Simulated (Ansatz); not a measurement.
# CH2AlSiSn (charge −1): what the fields show

```xyz
6

C     0.4079    1.0927    1.1529
Al   -0.2279    0.9903   -0.7786
Si    2.1750    1.1220    0.3023
Sn    2.0371    1.0122   -2.2440
H     0.2286    0.2101    1.8021
H     0.1628    2.0102    1.7278
```

Geometry: BLYP-D3(BJ)/def2-SVPD; core potentials replace the inner electrons of Sn.

The calculation used isolated molecule in a Gaussian basis; Kohn-Sham density functional theory, functional PBE0 (Ansatz).

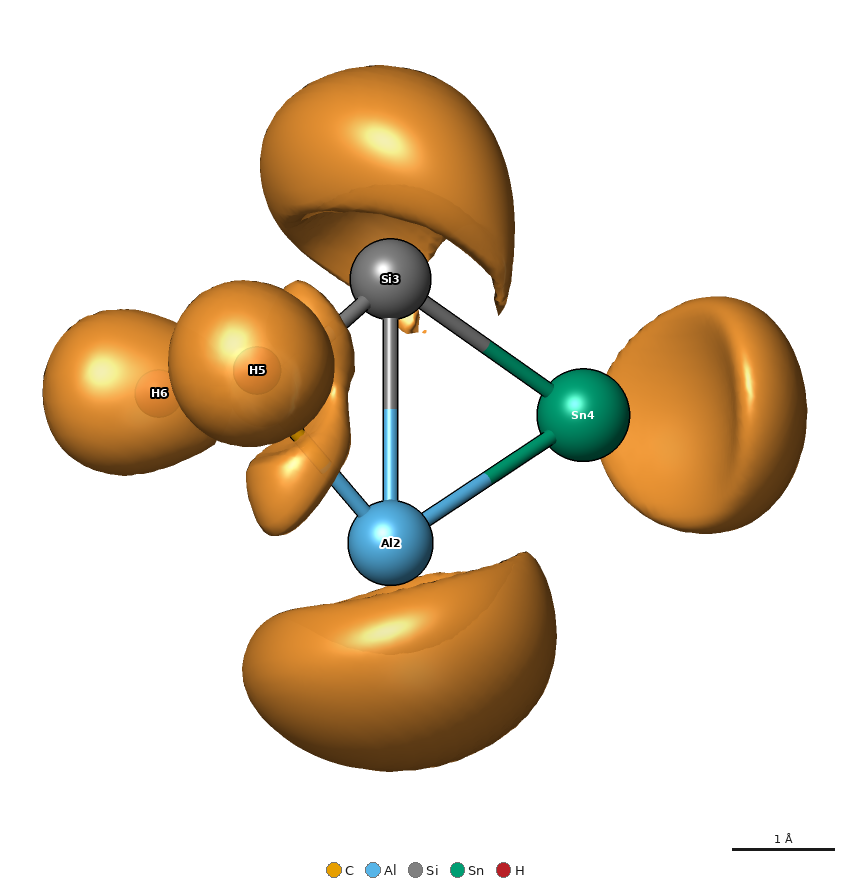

Figure 1. Isosurface of the electron localisation function at 0.8 (orange), seen at a tilt. Core shells and regions of very low density are left out.

What do the ELF domains correspond to?

Answer. The ELF exceeds this value in two regions around hydrogen nuclei, one lobe of the valence shell of C pointing towards Al (polar bonds), one lobe on Al, pointing away from the bonds (lone pairs), one lobe on Si, pointing away from the bonds (lone pairs) and one lobe on Sn, pointing away from the bonds (lone pairs). Along the contacts the grid gives the following. C–Si (1.96 Å): the ELF peaks at about 0.90 between the atoms (localised, covalent bonding). C–Al (2.04 Å): the ELF peaks at about 0.90 in the valence shell of C, 0.7 Å from its nucleus, and is about 0.80 at the midpoint.

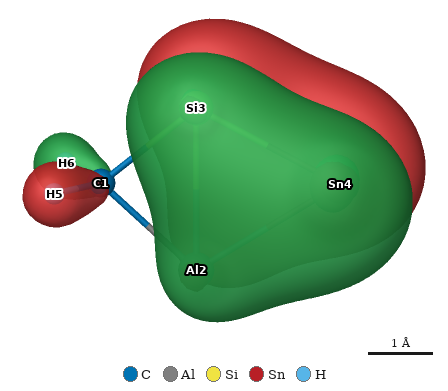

Figure 2. The HOMO at ±0.08 Å⁻³ᐟ² (green and red are the two phases), seen at a tilt.

Where does this orbital lie, and at what energy?

Answer. It lies mainly on Sn4 (about 45 %), Si3 (about 35 %) and Al2 (about 15 %); π-bonding across Sn4–Si3. Its energy is −0.90 eV.

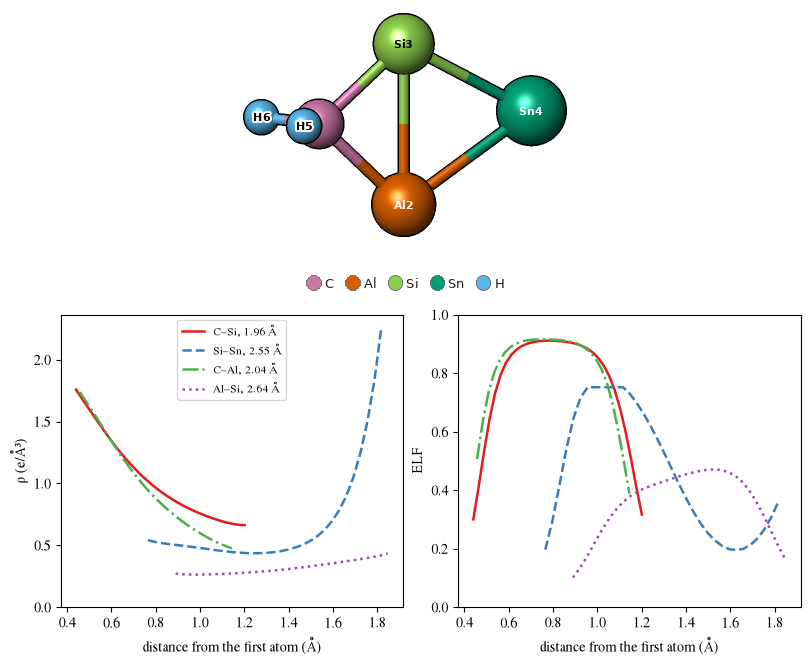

Figure 3. Electron density and ELF along straight lines between neighbouring atoms. The curves leave out the atomic cores. The structure is drawn too.

What can be read from the curves?

Answer. C–Si (1.96 Å): ρ at the midpoint is about 0.77 e/Å³; the ELF peaks at about 0.90 between the atoms, as expected for a covalent bond.
Si–Sn (2.55 Å): ρ at the midpoint is about 0.44 e/Å³; the ELF peaks at about 0.75 in the valence shell of Si, 1.0 Å from its nucleus, and drops to about 0.20 between the two atoms.
C–Al (2.04 Å): the density is about 0.58 e/Å³ at the midpoint; the ELF peaks at about 0.90 in the valence shell of C, 0.7 Å from its nucleus, and is about 0.80 at the midpoint.
Al–Si (2.64 Å): ρ at the midpoint is about 0.29 e/Å³, with its minimum of 0.26 e/Å³ about 1.0 Å from Al; the ELF is about 0.45 at the midpoint.
